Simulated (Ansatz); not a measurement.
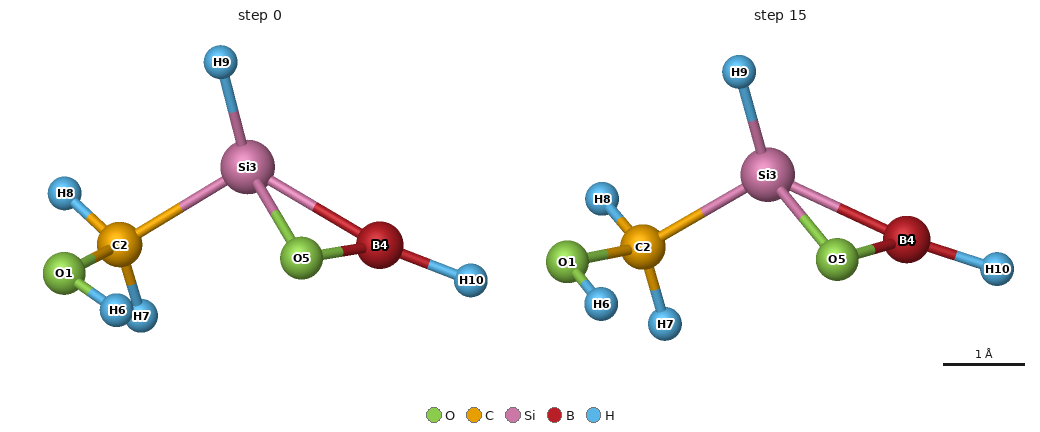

The structure of CH5BO2Si before (left) and after (right) a relaxation, at one scale.

Style: ball-and-stick. Shown at a tilt.

The start comes from PBE-D4/def2-SVP.

These are results of Ansatz 0.2.0, RKS PBE0-D4/def2-TZVP, not measurements.

Input file:
```yaml
crystal:
  periodic: [false, false, false]
  atoms:
    - {symbol: O, position_ang: [-1.549287, 0.919886, -0.765663]}
    - {symbol: C, position_ang: [-1.172189, -0.420810, -0.487643]}
    - {symbol: Si, position_ang: [0.736640, -0.512021, -0.391296]}
    - {symbol: B, position_ang: [1.644150, -0.126489, 1.285691]}
    - {symbol: O, position_ang: [1.061593, 0.935665, 0.723898]}
    - {symbol: H, position_ang: [-1.104326, 1.480125, -0.098361]}
    - {symbol: H, position_ang: [-1.619534, -0.814671, 0.458751]}
    - {symbol: H, position_ang: [-1.558400, -1.058594, -1.310593]}
    - {symbol: H, position_ang: [1.364136, -0.179097, -1.718021]}
    - {symbol: H, position_ang: [2.280517, -0.275194, 2.306237]}
basis:
  gaussian: {orbitals: def2-TZVP}
hamiltonian: {xc: pbe0, dispersion: d4}
relax: {f_tol: 0.005, max_steps: 150}
```

Launched with:
```bash
ansatz run in.yaml --threads 4 --pin off --events-out ev --progress --plain --max-ram 10444MiB
```

> Describe what moved and what it gained.

The largest move after the best rigid fit is that of H6, 0.45 Å. By element the largest moves are H 0.45 Å, O 0.27 Å, Si 0.19 Å, B 0.16 Å, C 0.06 Å. Some distances before and after: Si3–O5 1.856 → 1.761 Å, Si3–B4 1.945 → 1.904 Å, C2–Si3 1.913 → 1.884 Å, B4–H10 1.212 → 1.190 Å. Among the angles between lasting bonds that change: C2–Si3–O5 99.7° → 108.6°, Si3–B4–H10 161.2° → 165.9°, C2–Si3–B4 120.0° → 124.2°. The energy falls by 0.109 eV in 14 accepted moves (15 points after the start). The largest force component goes from 1.1 to 0.0028 eV/Å. The line search rejected the trial step at point 11 of the run. Cost: 34 s on 4 threads of Intel Xeon Platinum 8375C @ 2.90GHz (shared host).
